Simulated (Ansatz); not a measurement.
# What CaSnSe3 (model cell, started as cubic perovskite with Sn in the octahedra) distorts into

Which phase does CaSnSe3 (model cell, started as cubic perovskite with Sn in the octahedra) fall into along its unstable mode, and how much energy does it gain?

Calculated with Ansatz 0.2.0; DFT PBEsol, scalar-relativistic, plane waves, PAW; PAW set soft_1.

The structure was built from a prototype and need not be the compound's stable phase.

## Step 1: Set-up

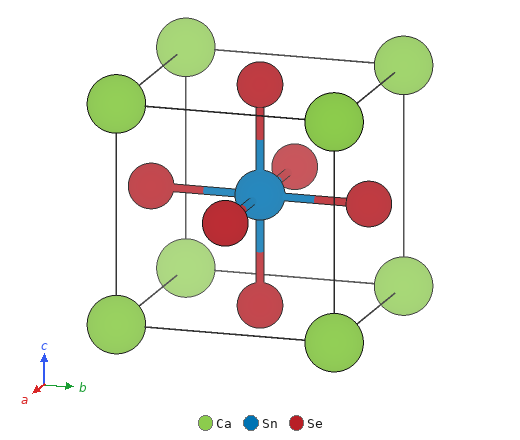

The cell as given, slightly off an axis (calcium green, tin blue, selenium red). Some periodic images of atoms are drawn too.

## Step 2: The dispersion

The cell comes from relaxations at this level that are not shown. Stability and thermal properties need the whole zone. Linear response on a 2×2×2 q mesh gives force constants as far as a supercell of that size would.

input.yaml

```yaml
crystal:
  lattice:
    - [5.2086939713, 0.0, 0.0]
    - [0.0, 5.2086939713, 0.0]
    - [0.0, 0.0, 5.2086939713]
  atoms:
    - { symbol: Ca, position: [0.0, 0.0, 0.0] }
    - { symbol: Sn, position: [0.5, 0.5, 0.5] }
    - { symbol: Se, position: [0.5, 0.5, 0.0] }
    - { symbol: Se, position: [0.5, 0.0, 0.5] }
    - { symbol: Se, position: [0.0, 0.5, 0.5] }
kpoints:
  mp_grid: { grid: [8, 8, 8] }
hamiltonian:
  xc: pbesol
  pseudopotentials: { kind: paw, azcp: { folder: soft_1 }, xc_functional: pbe }
scf:
  occupations: { method: methfessel_paxton, width: 0.2 }
output:
  eigenvalues: true
phonons:
  method: dfpt
  qmesh: [2, 2, 2]
  temperatures: { t_max: 1000, t_step: 50 }
  qpath:
    path:
      - [[0.0, 0.0, 0.0], [0.0, 0.5, 0.0], [0.5, 0.5, 0.0], [0.0, 0.0, 0.0], [0.5, 0.5, 0.5], [0.0, 0.5, 0.0]]
      - [[0.5, 0.5, 0.5], [0.5, 0.5, 0.0]]
    npoints: 10
```

Command:

```console
$ ansatz run input.yaml --threads 4 --pin off --max-ram 16384MiB --backend cpu --events-out ev --progress --plain --runs-dir out
```

Numbers of over 12 decimals in the logs are rounded to 6 here.

Output:

```text
Engine: ansatz 0.2.0, aarch64-unknown-linux-gnu
Pseudopotentials: kind: paw
Pseudopotential: Ca, paw, valence charge 10, recommended cutoff 420 eV (normal), soft_1/Ca.paw.azcp
Pseudopotential: Sn, paw, valence charge 14, recommended cutoff 420 eV (normal), soft_1/Sn.paw.azcp
Pseudopotential: Se, paw, valence charge 16, recommended cutoff 420 eV (normal), soft_1/Se.paw.azcp
Functional definition: PBEsol
  exchange = pbesol_x
  correlation = pbesol_c
Crystal: 5 atoms, lattice volume = 141.314 Å³
Basis set: ecut = 420 eV, 2777 PW (Γ), exchange–correlation on 72×72×72 points (8 copies of the dense FFT grid, shifted against one another)
Bands: 44, of which v1, the nominal top of the filled ones, is band 36 counted from 1 (35 counted from 0)
Symmetry: 48 space group operations
k-points: 35 of 512
Non-local potential: Ca, projectors of the file, l = 0: 3, l = 1: 2, l = 2: 2
Non-local potential: Sn, projectors of the file, l = 0: 2, l = 1: 2, l = 2: 2, l = 3: 1
Non-local potential: Se, projectors of the file, l = 0: 2, l = 1: 2, l = 2: 3, l = 3: 1
PAW form: soft (Blöchl's): semilocal exchange-correlation on the pseudo side does not see the compensation charge
PAW frozen core: Ca, regenerated for the run's functional, and the local potential with it (the file was generated under x = pbe(κ = 0.804, μ = 0.219515), c = pbe(β = 0.066725))
PAW frozen core: Sn, regenerated for the run's functional, and the local potential with it (the file was generated under x = pbe(κ = 0.804, μ = 0.219515), c = pbe(β = 0.066725))
PAW frozen core: Se, regenerated for the run's functional, and the local potential with it (the file was generated under x = pbe(κ = 0.804, μ = 0.219515), c = pbe(β = 0.066725))
PAW one-centre angular grid: Ca, 110 points (default); XC on 64 Gauss nodes
PAW one-centre angular grid: Sn, 590 points (default); XC on 64 Gauss nodes
PAW one-centre angular grid: Se, 590 points (default); XC on 64 Gauss nodes
Initial density: superposition of atomic densities (chi_scale 0.1, normalization cell, long waves kept (reshape's long-wave potential 0.01 eV rms))
Initial wavefunctions: pseudopotential atomic-orbital guess
Functional: x = pbesol(κ = 0.804, μ = 0.123457), c = pbesol(β = 0.046)
SCF iter   1: F=—  HF=-24020.183689 eV  |F-HF|=—  |Δ(HF+E_count)|=         —  Δρ=4.38e-2  dr2=5.60e0  ethr=3.10e-3  ⟨swp⟩=8.7  Hψ=6771  notcnv=0
preconditioner: auto → Kerker (q_TF=auto, 2.438 Å⁻¹)  [metal: Δε(μ)=0.071 eV  Ē_g=6.640 eV  σ=0.200 eV  W_gap=0.29  n_scr=32 (ndim 8)  ℏωp=15.3 eV  f_vac=0.000  D(μ)=2.23/eV (n_scr^D=6)]
SCF iter   2: F=—  HF=-24019.068546 eV  |F-HF|=—  |Δ(HF+E_count)|=    1.12e0  S|Δr|=    0.00e0  Δρ=1.71e-2  dr2=6.72e-1  ethr=3.10e-3  ⟨swp⟩=3.0  Hψ=3027  notcnv=0  defer=25
SCF iter   3: F=—  HF=-24018.892354 eV  |F-HF|=—  |Δ(HF+E_count)|=   1.76e-1  S|Δr|=    0.00e0  Δρ=8.00e-3  dr2=1.63e-1  ethr=9.33e-4  ⟨swp⟩=2.3  Hψ=2726  notcnv=0  defer=28
SCF iter   4: F=—  HF=-24018.851759 eV  |F-HF|=—  |Δ(HF+E_count)|=   4.06e-2  S|Δr|=    0.00e0  Δρ=2.21e-3  dr2=1.83e-2  ethr=2.26e-4  ⟨swp⟩=2.5  Hψ=2773  notcnv=0  defer=29
SCF iter   5: F=—  HF=-24018.845969 eV  |F-HF|=—  |Δ(HF+E_count)|=   5.79e-3  S|Δr|=    0.00e0  Δρ=1.19e-3  dr2=3.59e-3  ethr=2.54e-5  ⟨swp⟩=2.0  Hψ=2901  notcnv=0  defer=28
SCF iter   6: F=—  HF=-24018.845057 eV  |F-HF|=—  |Δ(HF+E_count)|=   9.13e-4  S|Δr|=    0.00e0  Δρ=2.68e-4  dr2=3.35e-4  ethr=4.98e-6  ⟨swp⟩=2.0  Hψ=2272  notcnv=0  defer=29
SCF iter   7: F=—  HF=-24018.845003 eV  |F-HF|=—  |Δ(HF+E_count)|=   5.38e-5  S|Δr|=    0.00e0  Δρ=1.04e-4  dr2=5.60e-5  ethr=4.65e-7  ⟨swp⟩=1.9  Hψ=2008  notcnv=0  defer=29
SCF iter   8: F=—  HF=-24018.844993 eV  |F-HF|=—  |Δ(HF+E_count)|=   9.72e-6  S|Δr|=    0.00e0  Δρ=4.34e-5  dr2=9.25e-6  ethr=7.78e-8  ⟨swp⟩=2.7  Hψ=2798  notcnv=0  defer=29
SCF iter   9: F=—  HF=-24018.844992 eV  |F-HF|=—  |Δ(HF+E_count)|=   1.55e-6  S|Δr|=    0.00e0  Δρ=1.29e-5  dr2=3.71e-7  ethr=1.28e-8  ⟨swp⟩=2.6  Hψ=2198  notcnv=0  defer=29
SCF iter  10: F=—  HF=-24018.844990 eV  |F-HF|=—  |Δ(HF+E_count)|=   1.28e-6  S|Δr|=    0.00e0  Δρ=3.38e-6  dr2=1.66e-8  ethr=5.16e-10  ⟨swp⟩=2.0  Hψ=2762  notcnv=0  defer=30
SCF iter  11: F=—  HF=-24018.844990 eV  |F-HF|=—  |Δ(HF+E_count)|=   1.62e-8  S|Δr|=    0.00e0  Δρ=6.05e-7  dr2=4.25e-10  ethr=2.30e-11  ⟨swp⟩=2.0  Hψ=2204  notcnv=0  defer=30
SCF iter  12: F=—  HF=-24018.844990 eV  |F-HF|=—  |Δ(HF+E_count)|=  4.80e-10  S|Δr|=    0.00e0  Δρ=1.37e-7  dr2=3.31e-11  ethr=1.00e-12  ⟨swp⟩=2.0  Hψ=2750  notcnv=0  defer=30
SCF iter  13: F=-24018.844990 eV  HF=-24018.844990 eV  |F-HF|=7.28e-12  |Δ(HF+E_count)|=  2.91e-11  S|Δr|=    0.00e0  Δρ=4.31e-8  dr2=4.62e-12  ethr=1.00e-12  ⟨swp⟩=11.8  Hψ=8244  notcnv=0
SCF 1 converged in 13 iterations: F = -24018.844990 eV  dr2 = 4.62e-12
  greatest PAW one-centre occupation: 1.000 electrons in one spin orbital (limit 2), on the Se atom at site 3 (counted from 0), in its partial waves of l = 2
Initial density: read from a saved state, or passed on in memory by an earlier SCF of this step, an earlier step, the calling program or the single point that the run made first
iter 1 solved again at ethr=9.31e-8 eV; its pass at ethr=3.10e-3 eV (dr2=6.70e-5 eV) is discarded
SCF iter   1: F=—  HF=-24018.844990 eV  |F-HF|=—  |Δ(HF+E_count)|=         —  Δρ=5.30e-7  dr2=6.46e-10  ethr=9.31e-8  ⟨swp⟩=3.9  Hψ=11248  notcnv=0
eigensolver tolerance schedule: the retry pair's looser diagonalisation over-reported the residual by 103733.42 of it (diagonalisation noise at an unbounded share of the residual, at the tolerance the schedule requests for it); recorded, not acted on — ethr = c·dr2/N_el stays at c = 1.0e-1
preconditioner: auto → LDOS  [metal: Δε(μ)=0.022 eV  Ē_g=8.165 eV  σ=0.200 eV  W_gap=0.09  n_scr=32 (ndim 8)  ℏωp=15.3 eV  f_vac=0.024  D(μ)=2.46/eV (n_scr^D=18)  β→1.0]
SCF iter   2: F=—  HF=-24018.844990 eV  |F-HF|=—  |Δ(HF+E_count)|=   6.89e-7  S|Δr|=    0.00e0  Δρ=8.44e-7  dr2=2.18e-9  ethr=1.00e-12  ⟨swp⟩=4.2  Hψ=4693  notcnv=0
SCF iter   3: F=—  HF=-24018.844990 eV  |F-HF|=—  |Δ(HF+E_count)|=   1.01e-9  S|Δr|=    0.00e0  Δρ=3.36e-7  dr2=2.38e-10  ethr=1.00e-12  ⟨swp⟩=2.5  Hψ=2821  notcnv=0
SCF iter   4: F=—  HF=-24018.844990 eV  |F-HF|=—  |Δ(HF+E_count)|=  7.28e-11  S|Δr|=    0.00e0  Δρ=2.25e-7  dr2=1.25e-10  ethr=1.00e-12  ⟨swp⟩=1.0  Hψ=1540  notcnv=0
SCF iter   5: F=—  HF=-24018.844990 eV  |F-HF|=—  |Δ(HF+E_count)|=  4.00e-11  S|Δr|=    0.00e0  Δρ=1.27e-7  dr2=3.68e-11  ethr=1.00e-12  ⟨swp⟩=1.0  Hψ=1540  notcnv=0
SCF iter   6: F=-24018.844990 eV  HF=-24018.844990 eV  |F-HF|=1.46e-11  |Δ(HF+E_count)|=  1.09e-11  S|Δr|=    0.00e0  Δρ=1.25e-8  dr2=1.88e-13  ethr=1.00e-12  ⟨swp⟩=3.5  Hψ=4951  notcnv=0
SCF 2 converged in 6 iterations: F = -24018.844990 eV  dr2 = 1.88e-13
  greatest PAW one-centre occupation: 1.000 electrons in one spin orbital (limit 2), on the Se atom at site 4 (counted from 0), in its partial waves of l = 2
phonons: the bands overlap, so this run is a metal and interpolates without the dipole-dipole term. If the crystal is really an insulator or semiconductor, its LO-TO splitting is missing
NSCF: frozen V_eff on 35 k-points
WARN: eigensolver did not converge (k=1): 1 band(s) unlocked after 20 sweeps at ethr=1.19e-12 eV (storage-precision floor; scheduled 1.00e-12 eV) (lowest unlocked band 43, counted from 0; max residual 9.75e-6 eV among the unlocked bands, 9.75e-6 eV over every band; other slots of this pass that fall short are told together in one closing line; warning suppressed until the next SCF loop or pass starts)
NSCF: frozen V_eff on 125 k-points
DFPT response loops at q = (0, 0, 0) (fractional): preconditioner auto → Kerker (q_TF=auto, 2.438 Å⁻¹) (partly filled bands, converged f_vac=0.024); β = 1.00, the filter's whole step (`scf.mixing.beta` (0.50) is not read by the response loops under this deck's `scf.mixing.preconditioner`; to damp them name `kerker` or `kerker_dos`, under which they read `scf.mixing.beta`, and type it under 1.00, their step now; both keys bind the ground state too); Broyden in place of MSR1
NSCF: frozen V_eff on 250 k-points
DFPT response loops at q = (0, 0, -0.5) (fractional): mixed as the last ones told, above
NSCF: frozen V_eff on 250 k-points
DFPT response loops at q = (0, -0.5, -0.5) (fractional): mixed as the last ones told, above
NSCF: frozen V_eff on 250 k-points
DFPT response loops at q = (-0.5, -0.5, -0.5) (fractional): mixed as the last ones told, above
SCF converged after 13 iterations
Stability not checked: this state was not tested for a lower state beside it, because cold or Methfessel-Paxton smearing, or corrected tetrahedra, fill the levels in a way that the test cannot read (fill_not_monotonic; see scf.lower_state_search)
Free energy (F): -24018.844990 eV
Harris-Foulkes:  -24018.844990 eV  (|F-HF|=7.28e-12)
Internal energy: -24018.838258 eV  (E = F + TS)
E sigma→0 (E₀):  -24018.843307 eV
Entropy (-TS):   -0.006733 eV (-1.347 meV/atom)
Fermi energy:    7.051500 eV
--- Per-component energies (eV) ---
  E_band       = -1464.012311
  E_kinetic    = 752.948683
  E_local      = -10836.481087  (includes V_loc(G=0)·N_el)
  E_nonlocal   = -820.543456
  E_hartree    = 5457.193413
  E_xc         = -504.375947
  E_vxc        = -508.549214  (∫ρ·V_xc dr)
  E_paw        = -11399.711033  (= ΣΔE_a)
  E_vpaw       = -965.773360  (= ΣTr[D̂ρ^β])
  E_aug_tail   = -0.000794  (compensation charges beyond the density's cutoff)
  E_ewald      = -6671.297027
  E_core_change = 3.428989  (= ΣΔE_core)
  E_smearing   = -0.006733  (= −TS)
  E_closure    = -0.000000  (closes the sum)
  Σ components = -24018.844990   (vs F -24018.844990, Δ=0.00e0)
--- Band table (eV; the first three rows and the last of 35) ---
  k-point 0: bands = [... 32 lower, 6.0934, 6.0934, 6.2174, 6.2174, 6.2174, 8.4943, 9.3452, 9.3452, ... 4 higher]
  k-point 1: bands = [... 32 lower, 5.9909, 5.9909, 6.0729, 6.1747, 6.1747, 8.8612, 9.4324, 9.5343, ... 4 higher]
  k-point 2: bands = [... 32 lower, 5.7110, 5.7269, 6.1264, 6.1264, 6.1929, 9.5651, 9.7253, 9.7596, ... 4 higher]
  k-point 34: bands = [... 32 lower, 6.1844, 7.3829, 7.3829, 7.3829, 8.6684, 9.1843, 9.1843, 9.1843, ... 4 higher]
--- Phonons (Γ-DFPT): 4 representative perturbations + reference (Σ response iterations 12) ---
  ASR residual: 3.395e-5 → 0.000e0 eV/Å²; symmetrization residual: 2.582e-5 eV/Å²
  ASR residual per site (eV/Å²): 1.55e-5 3.17e-5 3.40e-5 3.40e-5 3.40e-5
  Γ frequencies (cm⁻¹): -117.34 -117.34 -117.34 -71.60 -71.60 -71.60 -32.47 -32.47 -32.47 0.00 0.00 0.00 234.97 234.97 234.97
--- Phonons (arbitrary-q DFPT): 4 irreducible q on the 2×2×2 mesh ---
  q = [0.0000, 0.0000, 0.0000] (star 1, of the zone-centre solve; hermiticity 4.48e-6, symmetrization 1.25e-11): -117.34 -117.34 -117.34 -71.60 -71.60 -71.60 -32.47 -32.47 -32.47 0.00 0.00 0.00 234.97 234.97 234.97
  q = [0.0000, 0.0000, -0.5000] (star 3, 9 solved perturbations in 975 linear systems a pass and spin channel, the states on 125 of 512 k-point pairs; hermiticity 2.48e-6, symmetrization 3.16e-9): -107.04 -107.04 -75.76 -69.72 -69.72 -68.45 -66.70 -37.60 -37.60 29.42 29.42 161.60 202.73 235.29 235.29
  q = [0.0000, -0.5000, -0.5000] (star 3, 9 solved perturbations in 975 linear systems a pass and spin channel, the states on 125 of 512 k-point pairs; hermiticity 4.38e-6, symmetrization 6.23e-9): -114.30 -114.30 -92.65 -78.74 -67.81 -67.81 18.80 25.24 25.24 47.00 167.57 167.57 190.49 218.15 235.75
  q = [-0.5000, -0.5000, -0.5000] (star 1, 4 solved perturbations in 350 linear systems a pass and spin channel, the states on 125 of 512 k-point pairs; hermiticity 1.98e-6, symmetrization 5.70e-9): -117.82 -117.82 -117.82 -96.83 -96.83 -96.83 59.41 59.41 59.41 171.99 171.99 171.99 188.80 188.80 233.28
  sum rule: each row above includes the acoustic sum rule's correction from the zone centre's row sums; it moved no ω² by more than (0.34 cm⁻¹)²
  mesh force constants: q→R imaginary residual 3.43e-18; ASR residual 3.395e-5 → 0.000e0 eV/Å²; symmetrization residual 7.105e-15 eV/Å²
  interpolated dispersion: 62 rows × 15 modes
  density of states and harmonic sums: on the 12×12×12 q-mesh, interpolated from the force constants of a 2×2×2 supercell (no non-analytic term)
  largest difference from the sums on the solved wave vectors: F 6.71e-2 eV, S 1.08e-4 and C_V 4.06e-5 eV/K
  zero-point energy: 0.064288 eV/cell   skipped modes (ω ≤ 0): 629, of them read as no rigid motion or as one in doubt: 626 (7.402e0 modes/cell left out, lowest -117.82 cm⁻¹)   left out of the sums: 4.94e-1 of the cell's modes: C_V's classical limit lies that fraction below 3 k_B per atom; for a crystal, a wire or a layer, F and S can be off by more, and a phonons.interpolated_qmesh denser along its periods is the remedy for the sampling
```

Run time: 7 min. Hardware: 4 threads of Arm Neoverse V2, shared host; peak memory 2.1 GiB; 27 min of CPU time.

Reading the cycles: dr2 is the Hartree energy of the density residual (eV), the measure of convergence; HF is the Harris–Foulkes estimate of the energy, which meets the free energy F at convergence.

Numbers from this step:

| Item | Value |
| --- | --- |
| volume per atom | 28.26 Å³ |
| gap on the k-mesh | 0 eV |
| sum-rule residual before enforcement | 3.40e-5 eV/Å² |
| lowest frequency on the path | -117.8 cm⁻¹ |
| point group | m-3m |
| highest frequency on the path or at a solved wavevector | 236.1 cm⁻¹ |
| highest optical mode at the zone centre (no LO-TO term) | 235.0 cm⁻¹ |
| lowest optical zone-centre mode | -117.3 cm⁻¹ |
| lowest mode on the q mesh (acoustic modes at Γ apart) | -117.8 cm⁻¹ |

Frequencies (cm⁻¹) solved at each irreducible wavevector; negative means imaginary. Frequencies by wavevector, by row:

```
q in reciprocal lattice units  star  mode 1  mode 2  mode 3  mode 4  mode 13  mode 14  mode 15
                        0 0 0     1  -117.3  -117.3  -117.3   -71.6      235      235      235
                     0 0 -0.5     3    -107    -107   -75.8   -69.7    202.7    235.3    235.3
                  0 -0.5 -0.5     3  -114.3  -114.3   -92.7   -78.7    190.5    218.2    235.8
               -0.5 -0.5 -0.5     1  -117.8  -117.8  -117.8   -96.8    188.8    188.8    233.3
```

Interpolated from a 2×2×2 q mesh. The phonon branches at the labelled points (cm⁻¹):

```
    point  branch 1  branch 2  branch 3  branch 4  branch 12  branch 13  branch 14  branch 15
        Γ      -117      -117      -117       -72          0        235        235        235
        X      -107      -107       -76       -70        162        203        235        235
        M      -114      -114       -93       -79        168        190        218        236
        Γ      -117      -117      -117       -72          0        235        235        235
        R      -118      -118      -118       -97        172        189        189        233
        X      -107      -107       -76       -70        162        203        235        235
jump to R      -118      -118      -118       -97        172        189        189        233
        M      -114      -114       -93       -79        168        190        218        236
```

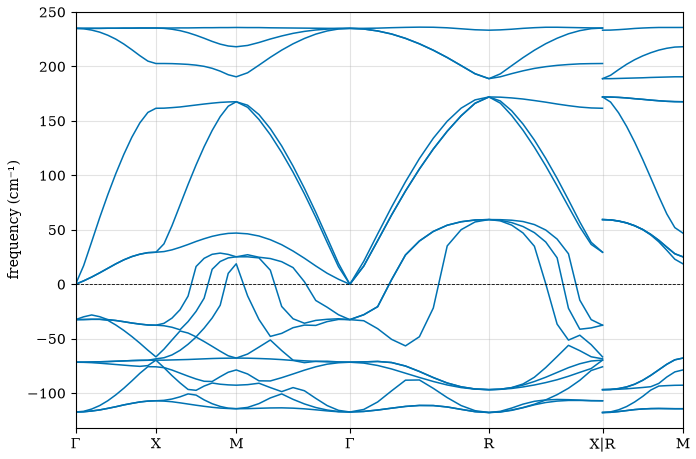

Phonon branches along the path.

Symmetry leaves 4 wavevectors to solve. The lowest mode among them, the acoustic zeros apart, lies at q = (-0.5, -0.5, -0.5) and is imaginary, 117.8i cm⁻¹, so the energy falls along it.

## Step 3: The mode frozen in, largest atomic shift 0 Å

The mode followed lies at Γ with frequency 117.3i cm⁻¹ and is 3-fold degenerate, one of the unstable modes though not the softest. At small amplitude the distorted cell has space group no. 160 by a symmetry search on the positions. The undistorted cell that holds it gives the zero of energy on the same k mesh.

input.yaml, the sections that differ from step 2:

```yaml
output:
  forces: true
  stress: true
  eigenvalues: true
# crystal, kpoints, hamiltonian, scf: as in step 2
# phonons: removed
```

Output:

```text
[...]
Crystal: 5 atoms, lattice volume = 141.314 Å³
Basis set: ecut = 420 eV, 2777 PW (Γ), exchange–correlation on 72×72×72 points (8 copies of the dense FFT grid, shifted against one another)
Bands: 44, of which v1, the nominal top of the filled ones, is band 36 counted from 1 (35 counted from 0)
Symmetry: 48 space group operations
[...]
k-points: 35 of 512
[...]
k-point 0: bands = [... 32 lower, 6.0934, 6.0934, 6.2174, 6.2174, 6.2174, 8.4943, 9.3451, 9.3451, ... 4 higher]
  k-point 1: bands = [... 32 lower, 5.9909, 5.9909, 6.0729, 6.1747, 6.1747, 8.8612, 9.4323, 9.5343, ... 4 higher]
  k-point 2: bands = [... 32 lower, 5.7110, 5.7269, 6.1264, 6.1264, 6.1929, 9.5650, 9.7253, 9.7594, ... 4 higher]
  k-point 34: bands = [... 32 lower, 6.1844, 7.3829, 7.3829, 7.3829, 8.6684, 9.1843, 9.1843, 9.1843, ... 4 higher]
[key lines of the parts left out:]
SCF converged after 10 iterations
Free energy (F): -24018.844990 eV
Fermi energy:    7.051502 eV
P = ⅓ Tr σ = 0.0050 GPa (0.050 kbar)
```

Run time: 3.3 s. Hardware: 4 threads; peak memory 0.54 GiB.

This step gave:

| Quantity | Value |
| --- | --- |
| pressure | 0.004951 GPa |
| energy from the undistorted cell | 0 meV/atom |

The run ends at a pressure of 0.00 GPa.

## Step 4: The mode frozen in, largest atomic shift 0.6 Å

The atoms are moved along the unstable eigenvector, the largest shift by 0.6 Å, with the cell fixed.

input.yaml, the sections that differ from step 3:

```yaml
crystal:
  lattice:
    - [5.2086939713, 0.0, 0.0]
    - [0.0, 5.2086939713, 0.0]
    - [0.0, 0.0, 5.2086939713]
  atoms:
    - { symbol: Ca, position: [-0.066506146, 0.066506146, 0.066506146] }
    - { symbol: Sn, position: [0.4928672128, 0.5071327872, 0.5071327872] }
    - { symbol: Se, position: [0.5226354808, 0.4773645192, 0.000796832] }
    - { symbol: Se, position: [0.5226354808, 0.000796832, 0.4773645192] }
    - { symbol: Se, position: [-0.000796832, 0.4773645192, 0.4773645192] }
# kpoints, hamiltonian, scf, output: as in step 3
```

Output:

```text
[...]
Crystal: 5 atoms, lattice volume = 141.314 Å³
Basis set: ecut = 420 eV, 2777 PW (Γ), exchange–correlation on 72×72×72 points (8 copies of the dense FFT grid, shifted against one another)
Bands: 44, of which v1, the nominal top of the filled ones, is band 36 counted from 1 (35 counted from 0)
Symmetry: 6 space group operations
[...]
k-points: 65 of 512 (time reversal used)
[...]
k-point 0: bands = [... 32 lower, 5.7093, 6.0540, 6.1363, 6.1363, 6.1888, 8.7341, 9.8399, 9.8399, ... 4 higher]
  k-point 1: bands = [... 32 lower, 5.6269, 5.9380, 5.9780, 6.1165, 6.2282, 9.0470, 9.8258, 9.9805, ... 4 higher]
  k-point 2: bands = [... 32 lower, 5.3949, 5.7440, 5.9667, 6.0484, 6.3656, 9.6748, 9.9854, 10.1724, ... 4 higher]
  k-point 64: bands = [... 32 lower, 6.0613, 6.9732, 6.9732, 7.3435, 8.8274, 9.0040, 9.2758, 9.2758, ... 4 higher]
[key lines of the parts left out:]
SCF converged after 9 iterations
Free energy (F): -24019.212142 eV
Fermi energy:    6.880882 eV
P = ⅓ Tr σ = 1.4672 GPa (14.672 kbar)
```

Wall time 9.6 s (4 threads); peak memory 0.59 GiB; 37 s of CPU time.

This step gave:

```
pressure                         : 1.467 GPa
energy from the undistorted cell : -73.47 meV/atom
```

The energy, extrapolated to zero smearing, is -73.47 meV/atom against the undistorted cell.

The run ends at a pressure of 1.47 GPa, with forces up to 0.36 eV/Å.

(Part 1 of 3 ends here.)

[Logs are printed without paths, hosts, clocks, repeated set-up lines and the standing remarks that a program may print on its own settings, such as how far it seeks lower states.]

[Hosts, paths, dates, database ids (printed as entryN), source tags and the programs' standing remarks are cut or masked in the printed files.]
